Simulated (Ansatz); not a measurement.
```yaml
atoms:
  - { symbol: Ag, position_ang: [1.2667, 0.4678, -0.0365] }
  - { symbol: Ag, position_ang: [-1.2657, -0.4706, 0.0337] }
  - { symbol: F, position_ang: [-3.2133, -1.1868, 0.0960] }
  - { symbol: F, position_ang: [3.2124, 1.1897, -0.0931] }
```

Geometry: PBE-D4/def2-TZVPD; core potentials replace the inner electrons of Ag.

The calculation used UKS PBE0-D4/def2-TZVPD (Ansatz 0.2.0).

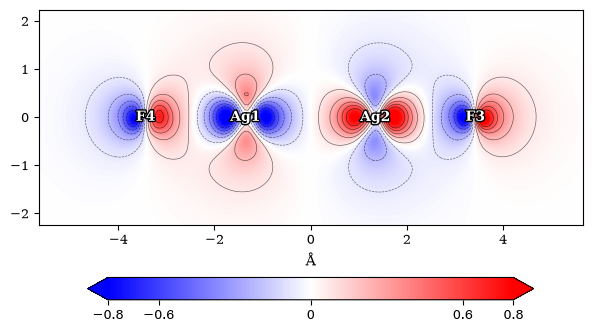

Ag2F2 (charge −1, doublet). The HOMO (β) on a plane that holds the molecular axis (values in Å⁻³ᐟ²; the overall sign is arbitrary).

### Where does this orbital lie, and at what energy?

Its weight (Hirshfeld) is mainly on Ag1 (about 35 %), Ag2 (about 35 %), F3 (about 15 %) and F4 (about 15 %); it is of σ type; it is ungerade (odd under inversion). Its energy is −3.38 eV.
